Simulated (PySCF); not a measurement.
AsC (charge −1)

```yaml
atoms:
  - { symbol: As, position_ang: [0.0000, 0.0000, -0.2352] }
  - { symbol: C, position_ang: [0.0000, 0.0000, 1.4688] }
```

These are results of PBE0/def2-SVPD, non-relativistic Hamiltonian with scalar-relativistic core potentials where named, at a bond length of 1.704 Å (PySCF), not measurements.

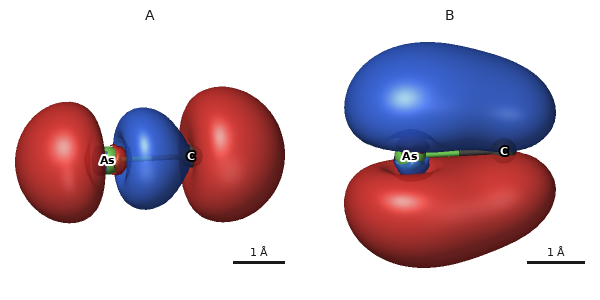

Figure 1. Two frontier orbitals, each drawn at the value that holds 80 % of its norm (red and blue are the two phases), in no order; of a degenerate pair one member is drawn.

Q: Label each orbital by symmetry, say whether it is occupied, and order them by energy.

A: Orbital B: π, occupied, −0.85 eV; bonding, with no node between the atoms.
Orbital A: σ, occupied, −0.59 eV; shared between the atoms (As 35 %, C 65 %).

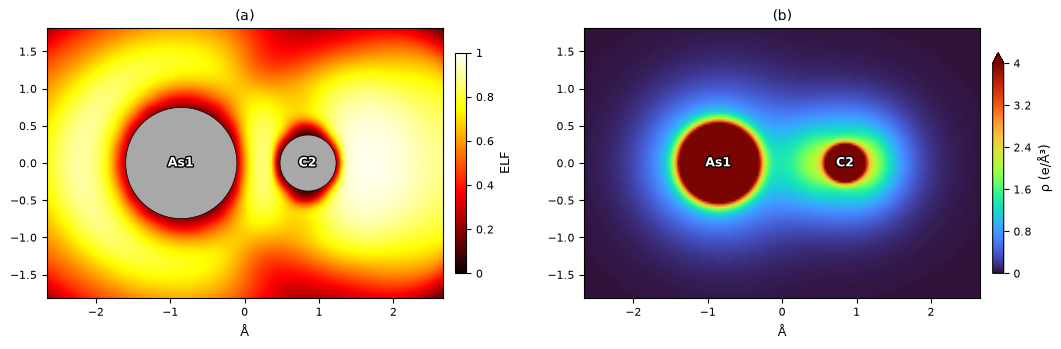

Figure 2. (a) electron localisation function; (b) total electron density on a plane that holds the molecular axis. Grey discs cover the atomic cores in the ELF map.

Q: Interpret the plot.

A: The section cuts through As and C sites. C–As (1.70 Å): the density is about 1.4 e/Å³ at the midpoint; the ELF peaks at about 0.85 between the atoms, as expected for a covalent bond. The ELF also peaks beside As1 and C2, away from the bonds: lone-pair regions.

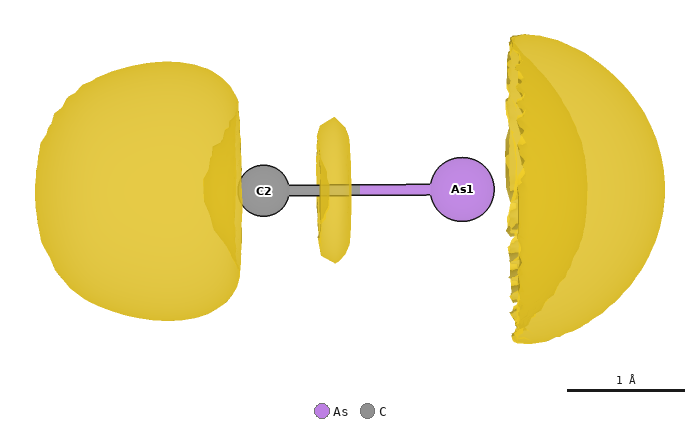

Figure 3. Isosurface of the electron localisation function at 0.8 (yellow), seen from one side. Core shells and regions of very low density are left out.

Q: What do the ELF domains correspond to?

A: At this value the surface marks out one region between bonded As–C atoms (shared pairs), one lobe on As, pointing away from the bonds (lone pairs) and one lobe on C, pointing away from the bonds (lone pairs).
